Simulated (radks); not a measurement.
**The Coulomb parameter U of the 5d shell of Ir**

Aim: U as the second difference [E(n + 0.5) + E(n − 0.5) − 2E(n)]/0.5², with all orbitals relaxed. Bare: the atom's charge changes with n. Screened: the 6s shell takes up the change. The start is a model configuration, not necessarily the ground state.

Program: radks (a radial shooting solver on a logarithmic mesh, Libxc functionals) version 1. Level of theory: scalar-relativistic Kohn-Sham, PBEsol, spin-unpolarised, spherical densities, finite nucleus. These are calculated values, not measurements, unless marked.

**1. The atom as given**

```
element            : iridium (Z = 77)
charge             : 0
electrons          : 77
configuration      : [Xe] 4f14 5d8 6s1
nuclear rms radius : 5.4032 fm
```

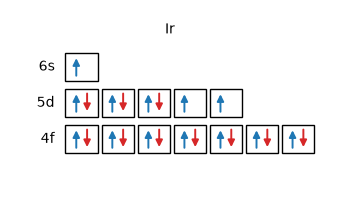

Occupation of the outer shells (arrows by Hund's rule).

**2. Start: [Xe] 4f14 5d8 6s1**

The run's settings:

```text
Z 77
configuration [Xe] 4f14 5d8 6s1
relativity scalar-relativistic
functional pbe_sol,pbe_sol
spin unpolarised
nucleus finite rms 5.4032 fm
c 137.035999084
```

**3. Bare +0.5: [Xe] 4f14 5d8.5 6s1**

Settings, as their differences from step 2:

```diff
@@ -1,3 +1,3 @@
 Z 77
-configuration [Xe] 4f14 5d8 6s1
+configuration [Xe] 4f14 5d8.5 6s1
 relativity scalar-relativistic
```

**4. Bare -0.5: [Xe] 4f14 5d7.5 6s1**

Settings, as their differences from step 3:

```diff
@@ -1,3 +1,3 @@
 Z 77
-configuration [Xe] 4f14 5d8.5 6s1
+configuration [Xe] 4f14 5d7.5 6s1
 relativity scalar-relativistic
```

**5. Screened +0.5: [Xe] 4f14 5d8.5 6s0.5**

Settings, as their differences from step 4:

```diff
@@ -1,3 +1,3 @@
 Z 77
-configuration [Xe] 4f14 5d7.5 6s1
+configuration [Xe] 4f14 5d8.5 6s0.5
 relativity scalar-relativistic
```

**6. Screened -0.5: [Xe] 4f14 5d7.5 6s1.5**

Settings, as their differences from step 5:

```diff
@@ -1,3 +1,3 @@
 Z 77
-configuration [Xe] 4f14 5d8.5 6s0.5
+configuration [Xe] 4f14 5d7.5 6s1.5
 relativity scalar-relativistic
```

**Question.** What will these runs give?

The runs gave:

| quantity | value (eV) |
| --- | --- |
| U, bare | 8.889 |
| U, screened by 6s | 0.869 |
| F0(5d,5d), frozen orbitals | 13.925 |

Relaxing the orbitals brings U down to 64 % of the Slater integral F0. Letting 6s compensate leaves 10 % of the bare value; this second difference measures U(5d,5d) + U(6s,6s) − 2U(5d,6s). The step up makes a negative ion, whose loosely bound charge lowers the bare value. A solid screens further than the bare atom, so the bare value is an upper guide for the U of a crystal.
